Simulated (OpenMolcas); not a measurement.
## Run report: Rh³⁺ complex, multiconfigurational calculation (part 2 of 2)

The same run, continued: Rh³⁺ with 6 ligands (O; octahedron, 2.04 Å), neutralised by 6 outer point charges of +1.5 e, whose field is part of the energies. Method: state-averaged CASSCF, active space 6 electrons in the shell 4d, basis ANO-RCC-VTZP on the metal and ANO-RCC-VDZP on the ligands, DKH2 scalar Hamiltonian, spin-orbit coupling by RASSI with atomic mean-field integrals (OpenMolcas).

### Output (extracts), continued
```
--- RASSI ---
SPIN-FREE ENERGIES:
  (Shifted by EMIN (a.u.) =      -5232.9247649099)

 SF State       Relative EMIN(au)   Rel lowest level(eV)    D:o, cm**(-1)

    51             0.0000000000        0.0000000000              0.0000
     2             0.0193538923        0.5266462379           4247.6884
     3             0.0193538923        0.5266462379           4247.6884
     1             0.0193538923        0.5266462379           4247.6884
     6             0.0278890708        0.7589002785           6120.9435
     7             0.0278890708        0.7589002785           6120.9435
     8             0.0278890708        0.7589002785           6120.9435
     9             0.0474302194        1.2906420205          10409.7299
    10             0.0474302194        1.2906420205          10409.7299
    11             0.0474302200        1.2906420360          10409.7300
    52             0.0583553035        1.5879287031          12807.5087
    53             0.0583553035        1.5879287031          12807.5087
    54             0.0583553035        1.5879287031          12807.5087
     4             0.0869835546        2.3669431015          19090.6836
     5             0.0869835546        2.3669431015          19090.6836
    14             0.0896294101        2.4389404974          19671.3817
    12             0.0896294101        2.4389404974          19671.3817
    13             0.0896294101        2.4389404974          19671.3817
    55             0.0959105118        2.6098579810          21049.9242
    56             0.0959105127        2.6098580051          21049.9244
    57             0.0959105133        2.6098580232          21049.9246
    16             0.0959930354        2.6121035633          21068.0361
    15             0.0959930354        2.6121035633          21068.0361
    17             0.0959930354        2.6121035633          21068.0361
    18             0.1101393157        2.9970434609          24172.7857
    19             0.1101393157        2.9970434609          24172.7857
    20             0.1101393157        2.9970434609          24172.7857
    22             0.1120291838        3.0484693922          24587.5638
    21             0.1120291838        3.0484693922          24587.5638
    23             0.1198113417        3.2602326962          26295.5501
    24             0.1198113417        3.2602326962          26295.5501
    25             0.1198113417        3.2602326962          26295.5501
    58             0.1285859006        3.4990006081          28221.3431
    59             0.1285859014        3.4990006291          28221.3433
    60             0.1294842153        3.5234449950          28418.5004
    61             0.1294842159        3.5234450107          28418.5005
    62             0.1294842159        3.5234450107          28418.5005
    63             0.1342879334        3.6541608252          29472.7947
    64             0.1522118116        4.1418943962          33406.6312
    65             0.1522118116        4.1418943962          33406.6312
Eigenvalues of complex Hamiltonian:
   -----------------------------------
  (Shifted by EMIN (a.u.) =      -5232.9247649099)

 SO State       Relative EMIN(au)   Rel lowest level(eV)    D:o, cm**(-1)

     1            -0.0051881145        0.0000000000              0.0000
     2             0.0133115898        0.5034026000           4060.2158
     3             0.0133115898        0.5034025996           4060.2158
     4             0.0133115898        0.5034025996           4060.2158
     5             0.0133283398        0.5038583907           4063.8920
     6             0.0133283397        0.5038583885           4063.8920
     7             0.0144031406        0.5331052106           4299.7835
     8             0.0144031406        0.5331052087           4299.7835
     9             0.0144031406        0.5331052106           4299.7835
    10             0.0172221331        0.6098139033           4918.4808
    11             0.0172221331        0.6098139037           4918.4808
    12             0.0172221331        0.6098139033           4918.4808
    13             0.0172494256        0.6105565696           4924.4708
    14             0.0183546085        0.6406301290           5167.0305
    15             0.0183546085        0.6406301289           5167.0305
    16             0.0183546085        0.6406301295           5167.0305
    17             0.0267977889        0.8703807709           7020.0944
    18             0.0267977889        0.8703807722           7020.0944
    19             0.0293827633        0.9407215094           7587.4307
    20             0.0293827633        0.9407215095           7587.4307
    21             0.0293827634        0.9407215108           7587.4307
    22             0.0338647017        1.0626812654           8571.1024
    23             0.0338647018        1.0626812687           8571.1025
    24             0.0338647018        1.0626812688           8571.1025
    25             0.0388871163        1.1993481302           9673.3950
    26             0.0433875581        1.3218113894          10661.1278
    27             0.0433875580        1.3218113874          10661.1278
    28             0.0433875581        1.3218113897          10661.1278
    29             0.0457031017        1.3848205415          11169.3309
    30             0.0457031020        1.3848205492          11169.3310
    31             0.0492594325        1.4815932312          11949.8553
    32             0.0492594328        1.4815932404          11949.8554
    33             0.0492594328        1.4815932403          11949.8554
    34             0.0506558833        1.5195925939          12256.3408
    35             0.0583498027        1.7289548071          13944.9610
    36             0.0583498027        1.7289548073          13944.9610
    37             0.0583498027        1.7289548059          13944.9610
    38             0.0812636486        2.3524723172          18973.9688
    39             0.0817063308        2.3645183136          19071.1263
    40             0.0817063308        2.3645183147          19071.1264
    41             0.0821227570        2.3758498476          19162.5213
Weights of the five most important spin-orbit-free states for each spin-orbit state.

 SO State  Total energy (au)           Spin-free states, spin, and weights
 -------------------------------------------------------------------------------------------------------
    1        -0.005188      51 0.0  0.8469    7 1.0  0.0446    8 1.0  0.0446    6 1.0  0.0446    3 2.0  0.0054
    2         0.013312       2 2.0  0.3564    1 2.0  0.3564    3 2.0  0.2202    8 1.0  0.0233    7 1.0  0.0233
    3         0.013312       3 2.0  0.3564    1 2.0  0.3194    2 2.0  0.2572    6 1.0  0.0233    8 1.0  0.0170
    4         0.013312       3 2.0  0.3564    2 2.0  0.3194    1 2.0  0.2571    6 1.0  0.0233    7 1.0  0.0170
    5         0.013328       1 2.0  0.3762    2 2.0  0.3753    8 1.0  0.0982    7 1.0  0.0980   11 1.0  0.0284
    6         0.013328       3 2.0  0.5010    6 1.0  0.1308    2 2.0  0.1257    1 2.0  0.1248    7 1.0  0.0328
    7         0.014403       2 2.0  0.7477    6 1.0  0.0822    8 1.0  0.0770    1 2.0  0.0437   11 1.0  0.0152
    8         0.014403       3 2.0  0.7905    7 1.0  0.0822    8 1.0  0.0822    9 1.0  0.0152   10 1.0  0.0152
    9         0.014403       1 2.0  0.7477    6 1.0  0.0822    7 1.0  0.0770    2 2.0  0.0437   11 1.0  0.0152
   10         0.017222       2 2.0  0.5144    6 1.0  0.1646    8 1.0  0.1428    1 2.0  0.1106    3 2.0  0.0378
   11         0.017222       3 2.0  0.5873    8 1.0  0.1646    7 1.0  0.1646    2 2.0  0.0378    1 2.0  0.0377
   12         0.017222       1 2.0  0.5144    6 1.0  0.1646    7 1.0  0.1428    2 2.0  0.1106    3 2.0  0.0377
```

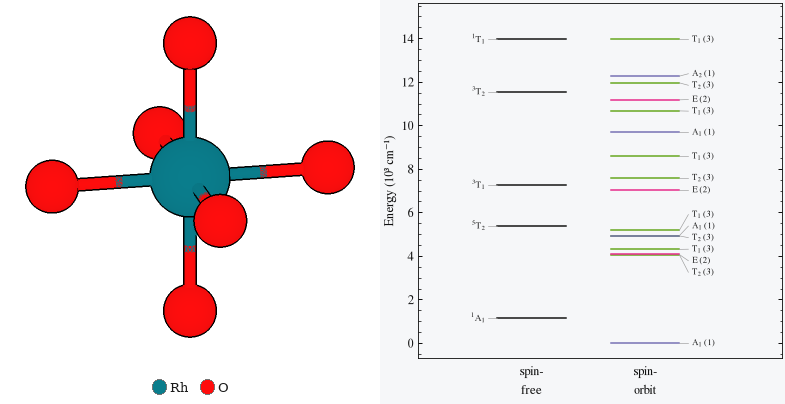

*Rh³⁺ (4d⁶) with 6 ligands, O²⁻, at 2.04 Å (arrangement: octahedron, Oh), neutralised by outer point charges of +1.5 e, and its levels. Labels give the representation in O, Td, D4 or D3 as the site allows (double group for half-integer spin) where it could be assigned and, in brackets, the degeneracy; spin-free states, where drawn, share the zero of the spin-orbit levels.*

The ground level is A₁, non-degenerate, 85 % from states of spin multiplicity 1. The next level lies at 4,060 cm⁻¹ (T₂). The lowest spin-free state is ¹A₁; of the same spin there follows at 12,800 cm⁻¹ (¹T₁) above it. The active orbitals hold 75 to 91 % metal character (Löwdin), and the Mulliken charge of the metal is +1.33.

### Input
```
&GATEWAY
Coord
7

Rh 0.0 0.0 0.0
O 2.040000 0.000000 0.000000
O 0.000000 2.040000 0.000000
O -2.040000 0.000000 0.000000
O 0.000000 -2.040000 0.000000
O 0.000000 0.000000 2.040000
O 0.000000 0.000000 -2.040000
Basis=Rh.ANO-RCC-VTZP,O.ANO-RCC-VDZP
Group=XYZ
NoMove
AngMom=0.0 0.0 0.0
AMFI
RICD
XField
3 Angstrom 0
4.840000 0.000000 0.000000 1.500000
0.000000 4.840000 0.000000 1.500000
0.000000 0.000000 4.840000 1.500000
&SEWARD
&RASSCF
FileOrb=start.orb
Symmetry=1
Spin=5
nActEl=6 0 0
Inactive=24 24
Ras2=5 0
CIRoot=5 5 1
SDav=5
CIMx=300
Iter=150 100
PrWF=0.3
OrbListing=Nothing
MaxOrb=0
LevShft=1.0
>>> COPY $Project.JobIph JOB001
&RASSCF
FileOrb=start.orb
Symmetry=1
Spin=3
nActEl=6 0 0
Inactive=24 24
Ras2=5 0
CIRoot=45 45 1
SDav=45
CIMx=300
Iter=150 100
PrWF=0.3
OrbListing=Nothing
MaxOrb=0
LevShft=1.0
>>> COPY $Project.JobIph JOB002
&RASSCF
FileOrb=start.orb
Symmetry=1
Spin=1
nActEl=6 0 0
Inactive=24 24
Ras2=5 0
CIRoot=50 50 1
SDav=50
CIMx=300
Iter=150 100
PrWF=0.3
OrbListing=Nothing
MaxOrb=0
LevShft=1.0
>>> COPY $Project.JobIph JOB003
&RASSI
NrOfJobIphs=3 5 45 50
1 2 3 4 5
1 2 3 4 5 6 7 8 9 10 11 12 13 14 15 16 17 18 19 20 21 22 23 24 25 26 27
28 29 30 31 32 33 34 35 36 37 38 39 40 41 42 43 44 45
1 2 3 4 5 6 7 8 9 10 11 12 13 14 15 16 17 18 19 20 21 22 23 24 25 26 27
28 29 30 31 32 33 34 35 36 37 38 39 40 41 42 43 44 45 46 47 48 49 50
IphNames
JOB001
JOB002
JOB003
EJob
SpinOrbit
DIPRint=1.0
SOCoupling=1000.0
Subsets=2
Property=9
'ANGMOM' 1 'ANGMOM' 2 'ANGMOM' 3 'MLTPL  1' 1 'MLTPL  1' 2 'MLTPL  1' 3
'AMFI' 1 'AMFI' 2 'AMFI' 3
SOProperty=3
'ANGMOM' 1 'ANGMOM' 2 'ANGMOM' 3
```

The file start.orb holds starting orbitals from an earlier step. A driver script formed the levels outside the program, from RASSI's spin-orbit matrix and the active-space energies, averaged over the components of each term or state.

Command:
```bash
OMP_NUM_THREADS=1 MOLCAS_MEM=2457 MOLCAS_PROJECT=a pymolcas a.inp > a.log  # once for each step of the input, in one work folder
```

### Summary

- outcome: converged
- energy of the lowest spin-free term: −5232.92476 hartree
- energy of the lowest spin-orbit level: −5232.92995 hartree
- largest spread among components of a term: 0.0 cm⁻¹
- hardware: 1 thread of Arm Neoverse N1, 24 GiB of memory available, shared host
- wall time: 1.8 min
- peak memory: 0.4 GiB

### Remarks

Without dynamic correlation the splittings between terms come out too large, often by 20 to 50 %. Caveats: small active space favours high spin, ground spin may be wrong; covalent bonds, ligand orbitals missing from the active space; bare point charges leave oxide and sulfide ligands too diffuse, field too small; distances are set from ionic radii, not optimised.
